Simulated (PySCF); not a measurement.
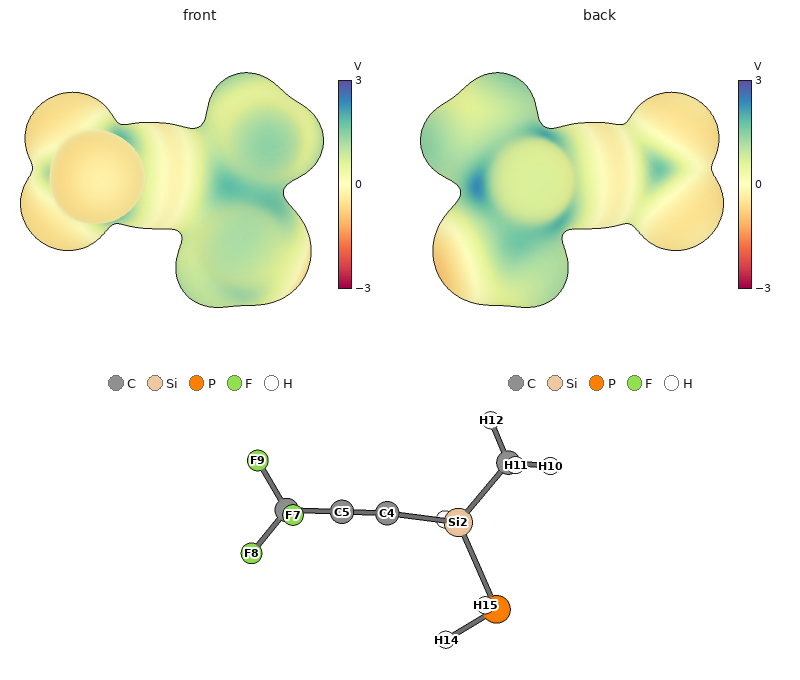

Figure 1: C4H6F3PSi. The electrostatic potential painted on the density surface at 0.004 e/bohr³, seen from the front and from behind; red is negative and blue positive. The bare structure is drawn below in the same view.

Geometry: GFN2-xTB.

Theory: PBE0/pcSseg-1, SCF density, gas phase, non-relativistic (PySCF 2.14.0).

Input file:

```
{"job": {"kind": "nmr", "xc": "PBE0", "basis": "pcSseg-1"}, "charge": 0, "multiplicity": 1}
C     -2.267758     1.121034    -0.415713
Si    -1.276252    -0.028857     0.725184
P     -1.873335    -2.167627     0.357515
C      0.537786     0.203614     0.333552
C      1.710292     0.244164     0.062153
C      3.133464     0.298613    -0.243089
F      3.392453    -0.037929    -1.518455
F      3.842546    -0.543631     0.528569
F      3.653013     1.522785    -0.054881
H     -3.331627     1.027487    -0.216162
H     -2.106225     0.882291    -1.463800
H     -1.990049     2.159352    -0.265519
H     -1.405514     0.297470     2.149795
H     -0.793728    -2.706850     1.038009
H     -1.229480    -2.263926    -0.866414
```

Launched as:

```sh
OMP_NUM_THREADS=1 python probes_run.py task.json out
```

### Describe the electrostatic potential map.

The most negative region (about −0.8 V, or −18 kcal/mol for a unit charge) lies over P3, the most positive (about +2.0 V, or +46 kcal/mol for a unit charge) over Si2.
